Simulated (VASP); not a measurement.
# CaGe2Au2: interstitial Li from one void to a neighbouring one, part 3 of 5

Wanted: the minimum-energy path in CaGe2Au2 for this move: interstitial Li from one void to a neighbouring one. The start is a cell from a database of measured crystal structures.

VASP 6.6.1, plane waves and PAW; the level of theory is named at each step.

So far. Step 2 (Relax the host): The run ended after 9 ionic steps, 0.013 eV below its first step, once forces and stress met EDIFFG = -0.02. Step 3 (Relax the start): The run ended after 18 ionic steps, 1.177 eV below its first step, once the forces on the free atoms met EDIFFG = -0.05.

### 4. Relax the end

Level of this step: PBEsol; plane waves and PAW (Au, Ge, Ca_pv, Li) (VASP).

The end state is relaxed in the same way, so that both ends share their errors.

Contents of INCAR:

```
SYSTEM = LiCa4Ge8Au8
PREC = Normal
ENCUT = 280
EDIFF = 1E-05
NELM = 120
ISMEAR = 1
SIGMA = 0.15
LREAL = Auto
ALGO = Fast
GGA = PS
NBANDS = 97
LORBIT = 11
LWAVE = .FALSE.
LCHARG = .FALSE.
KPAR = 3
IBRION = 2
NSW = 60
ISIF = 2
EDIFFG = -0.05
POTIM = 0.4
MAXMIX = 40
ISYM = 0
```

Contents of POSCAR:

```
LiCa4Ge8Au8
1.0
    0.0000000000      0.0000000000     10.3279839780
    4.4123825598     -4.4123825598      0.0000000000
    4.4123825598      4.4123825598    -10.3279839780
Au Ge Ca Li
8 8 4 1
Direct
    0.4970387799      0.2470379776      0.2479426342
    0.4990622203      0.2488124015      0.7522550745
    0.0027758534      0.7478010546      0.2533520101
    0.0003580539      0.7464575637      0.7498672582
    0.4983784837      0.7528127633      0.2512480046
    0.5002416789      0.7507610795      0.7487402749
   -0.0055716513      0.2541349136      0.2467427657
    0.0023037371      0.2504623897      0.7535435596
    0.6197350785     -0.0010122022      0.0010074484
    0.6202040946      0.0014045848      0.5025671569
    0.1152678647      0.4970206780      0.0018060418
    0.1148209511      0.4996109688      0.4997605484
    0.3831277827      0.0022303021     -0.0007217584
    0.3857716019     -0.0018011705      0.5012318994
    0.8781301333      0.5028525422     -0.0011168378
    0.8845675857      0.5042260078      0.5037215538
    0.0015432939      0.0007607419     -0.0001068680
   -0.0012757194      0.0000457318      0.5001080545
    0.5000105880      0.5034073084     -0.0012788978
    0.4952224843      0.5069092458      0.4999983036
    0.2274564340      0.7456236364      0.2571724891
```

Contents of KPOINTS:

```
Automatic mesh
0
Gamma
3 3 3
0 0 0
```

The projector-augmented-wave data sets are Au, Ge, Ca_pv and Li (PBE family, release 64).

Launch:

```
> mpirun -np 3 vasp_std
```

Output:

```text
[... set-up lines as in an earlier step ...]
 entering main loop
       N       E                     dE             d eps       ncg     rms          rms(c)
DAV:   1     0.145929260818E+04    0.14593E+04   -0.34668E+04  3302   0.139E+03
DAV:   2     0.252509136896E+03   -0.12068E+04   -0.11189E+04  2828   0.437E+02
DAV:   3    -0.555960268097E+02   -0.30811E+03   -0.28273E+03  3308   0.161E+02
DAV:   4    -0.963757152935E+02   -0.40780E+02   -0.38768E+02  4143   0.632E+01
DAV:   5    -0.985150905877E+02   -0.21394E+01   -0.20971E+01  4312   0.154E+01    0.252E+01
RMM:   6    -0.887276472650E+02    0.97874E+01   -0.64607E+01  4064   0.219E+01    0.185E+01
RMM:   7    -0.888623477101E+02   -0.13470E+00   -0.58260E+00  4411   0.674E+00    0.104E+01
RMM:   8    -0.887029706935E+02    0.15938E+00   -0.15088E+00  3910   0.378E+00    0.156E+00
RMM:   9    -0.886424278106E+02    0.60543E-01   -0.27735E-01  4049   0.192E+00    0.448E-01
RMM:  10    -0.886506142624E+02   -0.81865E-02   -0.14700E-01  4474   0.920E-01    0.444E-01
RMM:  11    -0.886501876196E+02    0.42664E-03   -0.32287E-02  3995   0.550E-01    0.223E-01
RMM:  12    -0.886507430261E+02   -0.55541E-03   -0.86644E-03  4595   0.253E-01    0.942E-02
RMM:  13    -0.886510198591E+02   -0.27683E-03   -0.48306E-03  4514   0.178E-01    0.113E-01
RMM:  14    -0.886508810599E+02    0.13880E-03   -0.97774E-04  3967   0.862E-02    0.401E-02
RMM:  15    -0.886508792100E+02    0.18500E-05   -0.53875E-04  4294   0.561E-02    0.931E-03
WARNING in EDDRMM: call to ZHEGV failed, returncode =   8  4     49
RMM:  16    -0.886508917963E+02   -0.12586E-04   -0.14032E-04  3685   0.267E-02    0.930E-03
RMM:  17    -0.886508956903E+02   -0.38939E-05   -0.57841E-05  3595   0.253E-02
   1 F= -.88650896E+02 E0= -.88645706E+02  d E =-.886509E+02
 curvature:   0.00 expect dE= 0.000E+00 dE for cont linesearch  0.000E+00
 trial: gam= 0.00000 g(F)=  0.628E+00 g(S)=  0.000E+00 ort = 0.000E+00 (trialstep = 0.100E+01)
 search vector abs. value=  0.628E+00
 bond charge predicted
       N       E                     dE             d eps       ncg     rms          rms(c)
DAV:   1    -0.887470208826E+02   -0.96129E-01   -0.26221E+01  4008   0.220E+01    0.130E+00
RMM:   2    -0.890453258886E+02   -0.29831E+00   -0.30606E+00  4441   0.493E+00    0.153E+00
RMM:   3    -0.891692495688E+02   -0.12392E+00   -0.13150E+00  4144   0.231E+00    0.859E-01
RMM:   4    -0.891785354333E+02   -0.92859E-02   -0.85394E-02  4627   0.827E-01    0.796E-01
RMM:   5    -0.891761074304E+02    0.24280E-02   -0.16596E-02  4238   0.307E-01    0.550E-01
RMM:   6    -0.891734135551E+02    0.26939E-02   -0.77099E-03  3941   0.242E-01    0.291E-01
RMM:   7    -0.891727397502E+02    0.67380E-03   -0.11125E-02  4145   0.285E-01    0.176E-01
RMM:   8    -0.891726966739E+02    0.43076E-04   -0.10223E-03  3888   0.102E-01    0.433E-02
RMM:   9    -0.891727093239E+02   -0.12650E-04   -0.48541E-04  4341   0.632E-02    0.645E-02
WARNING in EDDRMM: call to ZHEGV failed, returncode =   6  3     37
RMM:  10    -0.891726813651E+02    0.27959E-04   -0.10258E-04  3692   0.340E-02    0.215E-02
RMM:  11    -0.891726791928E+02    0.21723E-05   -0.11032E-04  3530   0.275E-02    0.251E-02
RMM:  12    -0.891726748970E+02    0.42958E-05   -0.27356E-05  2114   0.175E-02
   2 F= -.89172675E+02 E0= -.89167151E+02  d E =-.521779E+00
[...]
WARNING in EDDRMM: call to ZHEGV failed, returncode =   8  4     47
[... from here on, the cycles between the ionic steps are left out ...]
   3 F= -.89641995E+02 E0= -.89637776E+02  d E =-.991100E+00
[...]
WARNING in EDDRMM: call to ZHEGV failed, returncode =   6  3     42
[...]
WARNING in EDDRMM: call to ZHEGV failed, returncode =   6  3     43
   4 F= -.89644819E+02 E0= -.89640404E+02  d E =-.993923E+00
   5 F= -.89776418E+02 E0= -.89772097E+02  d E =-.131599E+00
[...]
WARNING in EDDRMM: call to ZHEGV failed, returncode =   6  3     53
WARNING in EDDRMM: call to ZHEGV failed, returncode =   6  3     45
   6 F= -.89814183E+02 E0= -.89810265E+02  d E =-.169365E+00
   7 F= -.89839203E+02 E0= -.89835868E+02  d E =-.250201E-01
   8 F= -.89841270E+02 E0= -.89838183E+02  d E =-.270866E-01
[...]
WARNING in EDDRMM: call to ZHEGV failed, returncode =   6  3     51
   9 F= -.89847572E+02 E0= -.89844755E+02  d E =-.630264E-02
  10 F= -.89850081E+02 E0= -.89847488E+02  d E =-.881098E-02
[...]
WARNING in EDDRMM: call to ZHEGV failed, returncode =   6  3     34
  11 F= -.89850238E+02 E0= -.89847727E+02  d E =-.896811E-02
[...]
WARNING in EDDRMM: call to ZHEGV failed, returncode =   6  3     31
  12 F= -.89855240E+02 E0= -.89852663E+02  d E =-.500259E-02
[...]
WARNING in EDDRMM: call to ZHEGV failed, returncode =   6  3     68
[...]
WARNING in EDDRMM: call to ZHEGV failed, returncode =   6  3     25
  13 F= -.89857417E+02 E0= -.89854782E+02  d E =-.717872E-02
  14 F= -.89858818E+02 E0= -.89856050E+02  d E =-.857986E-02
[...]
WARNING in EDDRMM: call to ZHEGV failed, returncode =   6  3     61
  15 F= -.89862543E+02 E0= -.89860007E+02  d E =-.372502E-02
  16 F= -.89863045E+02 E0= -.89860594E+02  d E =-.422737E-02
[...]
WARNING in EDDRMM: call to ZHEGV failed, returncode =   6  3     71
  17 F= -.89864857E+02 E0= -.89862764E+02  d E =-.181183E-02
  18 F= -.89864948E+02 E0= -.89862941E+02  d E =-.190279E-02
 curvature:  -1.79 expect dE=-0.117E-02 dE for cont linesearch -0.123E-04
 trial: gam= 0.69049 g(F)=  0.654E-03 g(S)=  0.000E+00 ort =-0.983E-04 (trialstep = 0.249E+01)
 search vector abs. value=  0.119E-02
 bond charge predicted
       N       E                     dE             d eps       ncg     rms          rms(c)
DAV:   1    -0.898635754930E+02    0.13663E-02   -0.11552E+00  3320   0.290E+00    0.905E-02
RMM:   2    -0.898653264089E+02   -0.17509E-02   -0.17292E-02  3788   0.731E-01    0.770E-02
RMM:   3    -0.898663845884E+02   -0.10582E-02   -0.10372E-02  4568   0.405E-01    0.125E-01
RMM:   4    -0.898663538696E+02    0.30719E-04   -0.11473E-03  4031   0.130E-01    0.883E-02
RMM:   5    -0.898662973140E+02    0.56556E-04   -0.70749E-04  4397   0.836E-02    0.252E-02
RMM:   6    -0.898662973036E+02    0.10348E-07   -0.89205E-05  3535   0.331E-02
  19 F= -.89866297E+02 E0= -.89864350E+02  d E =-.134942E-02
 trial-energy change:   -0.001349  1 .order   -0.001031   -0.001457   -0.000604
 step:   2.9666(harm=  4.2490)  dis= 0.00552  next Energy=   -89.866358 (dE=-0.141E-02)
 reached required accuracy - stopping structural energy minimisation
```

It took 14 min on 3 MPI ranks of AMD EPYC 9R45, shared host; peak memory 1.1 GiB; 43 min of CPU time.

Parts of OUTCAR (step 4):

```text
 Found     14 irreducible k-points:

   NELECT =     153.0000    total number of electrons

 E-fermi :   6.4413

 k-point     1 :       0.0000    0.0000    0.0000
  band No.  band energies     occupation
    ...
     72       4.9702      2.00000
     73       5.0308      2.00000
     74       5.1237      2.00000
     75       5.4616      2.00000
     76       6.4253      1.17982
     77       6.6656     -0.05570
     78       6.9577     -0.00001
     79       7.1183     -0.00000
     80       7.2014     -0.00000
     81       7.3643     -0.00000
    ...

 k-point     2 :       0.3333    0.0000    0.0000
  band No.  band energies     occupation
    ...
     73       5.1021      2.00000
     74       5.6416      2.00000
     75       5.7396      2.00000
     76       5.8337      2.00000
     77       6.1364      2.01435
     78       6.8587     -0.00060
     79       7.1569     -0.00000
     80       7.7605     -0.00000
     81       7.7990     -0.00000
     82       8.1061     -0.00000
    ...

  Total        4.6856052     11.5056843      3.1900927      0.0064451      0.0498365      0.0063243
  in kB       18.6674245     45.8385810     12.7093111      0.0256772      0.1985484      0.0251961
  external PRESSURE =      25.7384389 kB  Pullay stress =       0.0000000 kB

 POSITION                                       TOTAL-FORCE (eV/Angst)
 -----------------------------------------------------------------------------------
      2.20021      0.00609      2.53775        -0.004492      0.009450      0.004119
      4.41984      2.20920     -2.73489         0.005949      0.006577     -0.023484
      4.42728     -2.19302      7.69907         0.006967      0.006853      0.011966
      6.62349      0.01600      2.53869        -0.003490     -0.000150      0.004561
      4.41808     -2.21770      2.54573         0.009929      0.004579      0.016693
      6.61057     -0.01531     -2.58939        -0.006720     -0.002620      0.008292
      2.21151     -0.00721      7.73339        -0.006954     -0.004472      0.009031
      4.42744      2.20733     -7.59544         0.000987      0.002831      0.010343
      4.40864     -4.38116      6.35857         0.006613      0.014987     -0.005952
      2.25313      2.21965      1.23357        -0.016478      0.001626     -0.026709
      6.59438      2.21940     -9.11073         0.009886      0.000394     -0.026468
      4.41190     -0.01152     -3.98868         0.001701     -0.032565     -0.021192
      4.41259     -4.37739      3.93883        -0.002448      0.004982      0.011891
      2.24180      2.19270     -1.26585         0.016971      0.003780      0.004337
      6.60986      2.19511     -1.28037        -0.024978     -0.003294      0.016710
      4.41150     -0.04301      3.91989        -0.001286     -0.007085      0.009633
      4.41959      4.02260     -0.02725         0.000644     -0.005783      0.000916
      2.21474      2.20891      5.13696        -0.004586      0.001114      0.004851
      2.20718     -2.20181      5.14104         0.002488     -0.002431      0.006342
      4.41863      0.39685     -0.00345         0.005213     -0.004727     -0.010998
      4.42620     -2.20295     -0.03415         0.004085      0.005955     -0.004879
 -----------------------------------------------------------------------------------
    total drift:                               -0.030024     -0.019565      0.021473

  FREE ENERGIE OF THE ION-ELECTRON SYSTEM (eV)
  ---------------------------------------------------
  free  energy   TOTEN  =       -89.8662973036 eV

  energy  without entropy=      -89.8604565971  energy(sigma->0) =      -89.86435040

 total charge
# of ion       s       p       d       tot
------------------------------------------
    1        0.637   0.430   8.687   9.754
    2        0.643   0.449   8.682   9.774
    3        0.639   0.453   8.678   9.770
    4        0.637   0.429   8.687   9.754
    5        0.639   0.456   8.678   9.772
    6        0.637   0.428   8.688   9.753
    7        0.637   0.428   8.688   9.752
    8        0.646   0.446   8.682   9.774
    9        1.135   1.198   0.091   2.424
   10        1.137   1.209   0.090   2.435
   11        1.136   1.211   0.090   2.437
   12        1.135   1.200   0.091   2.426
   13        1.135   1.201   0.091   2.427
   14        1.136   1.211   0.090   2.437
   15        1.136   1.209   0.090   2.435
   16        1.135   1.199   0.091   2.425
   17        0.192   6.149   0.531   6.872
   18        0.169   6.133   0.459   6.761
   19        0.169   6.133   0.460   6.762
   20        0.193   6.149   0.532   6.874
   21        0.159   0.263   0.000   0.421
--------------------------------------------------
tot         15.082  37.983  72.173 125.238

[... 6 parts as in an earlier step ...]

[... 6 further parts left out ...]
```

CONTCAR:

```
LiCa4Ge8Au8
   1.00000000000000
     0.0000000000000000    0.0000000000000000   10.3279839780000007
     4.4123825598000002   -4.4123825598000002    0.0000000000000000
     4.4123825598000002    4.4123825598000002  -10.3279839780000007
  Au              Ge              Ca              Li
     8     8     4     1
Direct
     0.4957280638783889    0.2486320775431515    0.2500124101661655
     0.4863811201628834    0.2505044508534071    0.7511852542586215
     0.9986373170999545    0.7501954344908838    0.2531798392621611
     0.9981777539257035    0.7487439558778000    0.7523707701459001
     0.4958293383092480    0.7519497176484938    0.2493405029687761
     0.4966422884277064    0.7508272610321336    0.7473577567814854
     0.9985650399821701    0.2514198817245752    0.2497850948002082
     0.0164118821855981    0.2515765097514806    0.7518352387194711
     0.6187773445588165    0.9960377015819089    0.0031129986410728
     0.6262836167408297    0.0037946451015213    0.5068443559591460
     0.1166145294897682    0.4957620023617262    0.9987552067979890
     0.1124382895812566    0.5012508544277240    0.4986395955762624
     0.3853632365972739    0.9960587254836963    0.0039886713552940
     0.3799413067074051    0.0055644047258375    0.5025063846445336
     0.8737856743633957    0.5002677475224534    0.9977568835834907
     0.8745665438202259    0.5047743936899198    0.4950261311728630
     0.9540093332667132    0.0449863455270420    0.9566477041882733
     0.9986593798263942    0.0006603575574746    0.5012768474218841
     0.4983864453241765    0.4996158321537801    0.0006083425805473
     0.5453444695953937    0.4557380846827424    0.5456782895146205
     0.2486263553566906    0.7511981350622476    0.2519324371612310
```

Relaxation path:

| step | energy less that of the first step (eV) | largest force (eV/Å) |
| --- | --- | --- |
| 1 | 0.0000 | 2.6129 |
| 2 | -0.5218 | 1.8871 |
| 3 | -0.9911 | 1.1677 |
| 4 | -0.9939 | 1.0461 |
| 5 | -1.1255 | 0.4469 |
| 6 | -1.1633 | 0.4140 |
| 7 | -1.1883 | 0.1664 |
| 8 | -1.1904 | 0.1372 |
| 9 | -1.1967 | 0.1101 |
| 10 | -1.1992 | 0.1129 |
| 11 | -1.1993 | 0.1428 |
| 12 | -1.2043 | 0.0913 |
| 13 | -1.2065 | 0.0752 |
| 14 | -1.2079 | 0.1113 |
| 15 | -1.2116 | 0.0891 |
| 16 | -1.2121 | 0.0764 |
| 17 | -1.2140 | 0.0605 |
| 18 | -1.2141 | 0.0659 |
| 19 | -1.2154 | 0.0389 |

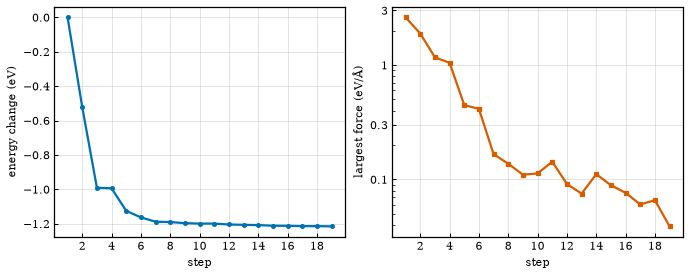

Energy and largest force along the relaxation.

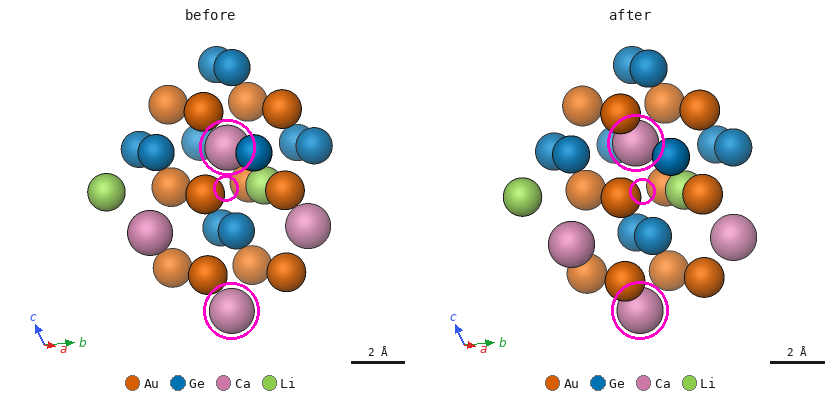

Before and after: the atoms that start within 5 Å of the centre. Ca20, which moves most, is ringed if it is among them. A ring with no atom in it marks the empty centre.

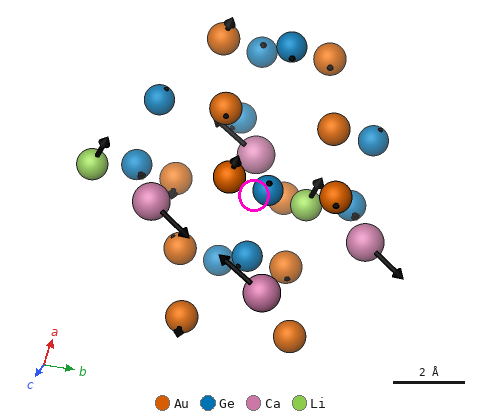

Displacements in the relaxation near the centre, exaggerated; the longest in the cell stands for 0.43 Å. A ring marks the centre wherever it is empty.

The atoms that moved most (Å):

| atom | dx | dy | dz | length |
| --- | --- | --- | --- | --- |
| Ca20 | -0.024 | 0.427 | 0.046 | 0.430 |
| Ca17 | 0.004 | -0.386 | -0.044 | 0.389 |
| Li21 | 0.001 | -0.048 | 0.273 | 0.277 |
| Au8 | -0.003 | -0.012 | 0.163 | 0.164 |
| Au2 | 0.003 | -0.012 | -0.120 | 0.121 |
| Ge14 | 0.038 | -0.027 | -0.073 | 0.087 |
| Ge16 | -0.036 | -0.041 | -0.013 | 0.056 |
| Ge13 | -0.006 | 0.048 | -0.026 | 0.055 |

Final coordinates:

```xyz
21
Lattice="0.0000 0.0000 10.3280 4.4124 -4.4124 0.0000 4.4124 4.4124 -10.3280" Properties=species:S:1:pos:R:3 pbc="T T T"
Au    2.2002    0.0061    2.5377
Au    4.4198    2.2092   -2.7349
Au    4.4273   -2.1930   -2.6289
Au    6.6235    0.0160   -7.7893
Au    4.4181   -2.2177    2.5457
Au    6.6106   -0.0153   -2.5894
Au    2.2115   -0.0072   -2.5946
Au    4.4274    2.2073   -7.5954
Ge   -0.0037    0.0312    6.3586
Ge    2.2531    2.2196    1.2336
Ge    2.1820   -2.1930    1.2172
Ge    4.4119   -0.0115   -3.9887
Ge    0.0002    0.0350    3.9388
Ge    2.2418    2.1927   -1.2659
Ge    2.1975   -2.2173    9.0476
Ge    4.4115   -0.0430    3.9199
Ca    0.0072   -0.3898   -0.0272
Ca    2.2147    2.2089   -5.1910
Ca    2.2072   -2.2018    5.1410
Ca    4.4186    0.3969   -0.0034
Li    4.4262   -2.2030   -0.0341
```

Numbers from this step:

```yaml
electronic_cycles: 170
free_energy_toten: -89.8663 eV
energy_at_zero_smearing: -89.8644 eV
fermi_energy: 6.441 eV
```

The run ended after 19 ionic steps, 1.215 eV below its first step, once the forces on the free atoms met EDIFFG = -0.05.

(Part 3 of 5 ends here.)

[Lines on the potential files, build, host, timing and source positions are cut from VASP's logs without a mark.]

[Logs are printed without paths, hosts, clocks, repeated set-up lines and the standing remarks that a program may print on its own settings, such as how far it seeks lower states.]

[Hosts, paths, dates, database ids (printed as entryN), source tags and the programs' standing remarks are cut or masked in the printed files.]

[Runs that stopped without an error message from VASP are left out.]
